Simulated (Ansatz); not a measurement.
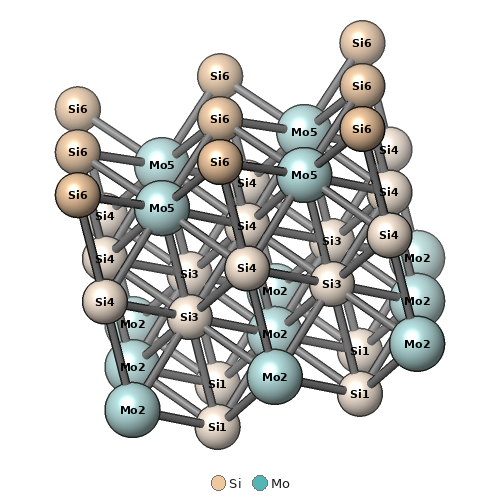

The system is S on a Si₂Mo(001) slab cut from the I4/mmm phase, its upper half relaxed before the scan (6 atoms of substrate and one adsorbate in a 1 × 1 cell); the picture shows it without the atoms that are moved over the map. S is moved over the surface cell; relaxed at each place: the height of the adsorbate's atoms; substrate rigid; the origin of the map has the adsorbate above Si6. Places are given modulo a cell vector. The map is drawn in real space over the plane of the surface. The scan uses an 8 × 8 grid; 15 points were computed and 49 follow by symmetry. Energies are in eV, from the lowest grid point. With one adsorbate in each 1 × 1 cell, its nearest image is 3.2 Å away, so neighbouring adsorbates interact. Level of theory: Ansatz 0.2.0, DFT PBE, scalar-relativistic, plane waves, PAW. Settings: cutoff 420 eV, k-mesh 8×8×1, gaussian smearing 0.1 eV, no spin polarisation.

Range: position of S7 along the first surface vector from 0.000 to 0.875; position of S7 along the second surface vector from 0.000 to 0.875.

**What will the energy surface look like?**

The lowest grid point is at (2/8, 4/8) of the cell vectors [nearest 2 Si at 2.25 Å]; the map holds 4 wells of about this depth. A higher local minimum lies near the top site over a surface Si atom, (0/8, 0/8) of the cell vectors (0.53 eV above the lowest at that grid point). The highest grid point, (1/8, 2/8) of the cell vectors [nearest 1 Si at 2.06 Å], lies 0.64 eV above the lowest. On the interpolated surface the easiest way out of the lowest well to a well of about the same depth near (4/8, 6/8) of the cell vectors [nearest 2 Si at 2.25 Å] passes a barrier of about 0.085 eV, counted from the interpolated bottom of the well. At the lowest point the adsorbate has 2 Si at 2.25 Å as nearest neighbours, at the highest 1 Si at 2.06 Å. Its relaxed height above the top atom is 1.35 Å at the lowest and 1.85 Å at the highest point.

```tsv
second ↓, first →	0/8	1/8	2/8	3/8	4/8	5/8	6/8	7/8
7/8	0.57	0.60	0.64	0.39	0.12	0.39	0.64	0.60
6/8	0.64	0.64	0.56	0.21	0.00	0.21	0.56	0.64
5/8	0.44	0.39	0.21	0.09	0.03	0.09	0.21	0.39
4/8	0.17	0.12	0.00	0.03	0.09	0.03	0.00	0.12
3/8	0.44	0.39	0.21	0.09	0.03	0.09	0.21	0.39
2/8	0.64	0.64	0.56	0.21	0.00	0.21	0.56	0.64
1/8	0.57	0.60	0.64	0.39	0.12	0.39	0.64	0.60
0/8	0.53	0.57	0.64	0.44	0.17	0.44	0.64	0.57
```

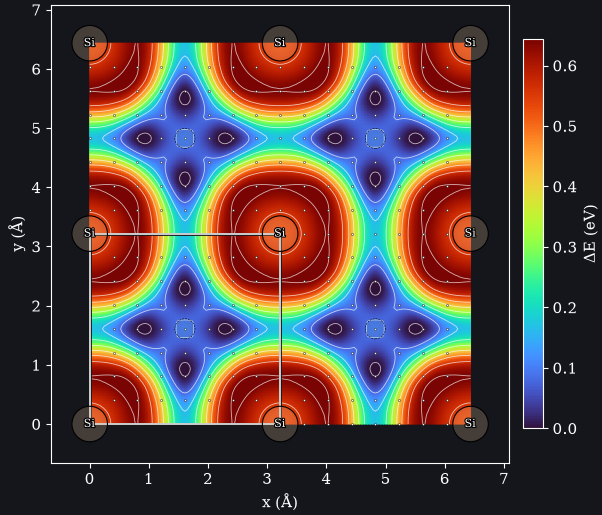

The picture shows a smooth colour map with a few white contour lines, dots at the grid points, labelled circles for the atoms of the top layer and small ones for the second layer, the outline of one cell of the 2 × 2 shown. Between grid points the surface is interpolated.

Each point was launched as `ansatz run input.yaml --threads 1 --pin off --max-ram 3072MiB --backend cpu --events-out ev --progress --plain --runs-dir out`. The whole map (15 points run) took 24 min on 1 thread of Arm Neoverse N1 (shared host).

PAW datasets: the set soft_1.
